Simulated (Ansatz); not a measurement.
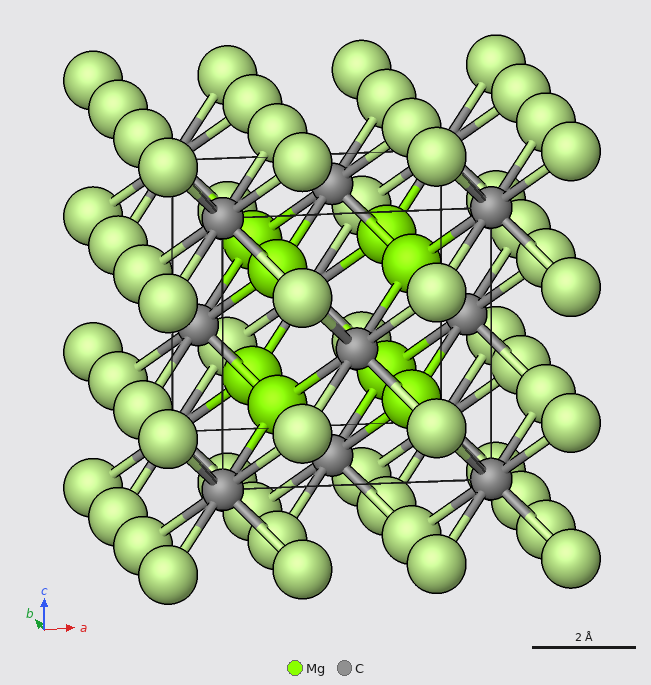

An orthographic ball-and-stick view of the structure, slightly off an axis. The edges of the drawn cell (a repeat of the simulation cell) are marked. Every bond is drawn to its end, so some atoms lie outside the box, in fainter colours.

Mg₂C, a = 5.325 Å, b = 5.325 Å, c = 5.422 Å, α = 90.00°, β = 90.00°, γ = 90.00°. Strictly the space group is I4/mmm (No. 139, within 0.01 Å). It is a distorted form of a face-centred cubic structure, space group Fm-3m (No. 225) within 0.25 Å: antifluorite. The structure comes from a structure type filled with these elements by a generator (whether the compound takes this form wasn't checked). The cell was then strained or its atoms displaced on purpose. A calculation with Ansatz used it as input.

This one geometry was computed with Ansatz (DFT, plane waves, PAW) at three levels of theory: HSE06, PBE and r2SCAN. It was relaxed with r2SCAN and then strained.

**Which level gives the highest pressure at this volume, and what does that say about its equilibrium volume?**

Highest: PBE (5.8 GPa), which points to the largest equilibrium volume. Lowest, with the smallest volume: HSE06 (3.4 GPa) and r2SCAN (3.9 GPa). Levels within 0.5 GPa of each other can't be told apart.

**How does the band gap change with the level of theory?**

PBE: a gap of 0.70 eV, indirect; r2SCAN: a gap of 1.07 eV, indirect; HSE06: a gap of 1.36 eV, indirect.

**Collect the results in a table.**

| level | cutoff (eV) | k-mesh of the run's cell | gap (eV) | pressure (GPa) |
| --- | --- | --- | --- | --- |
| HSE06 | 420 | 6×6×6 | 1.36 | 3.4 |
| PBE | 420 | 8×8×8 | 0.70 | 5.8 |
| r2SCAN | 500 | 8×8×8 | 1.07 | 3.9 |

Gaps are taken on the k-mesh or band path of each run.
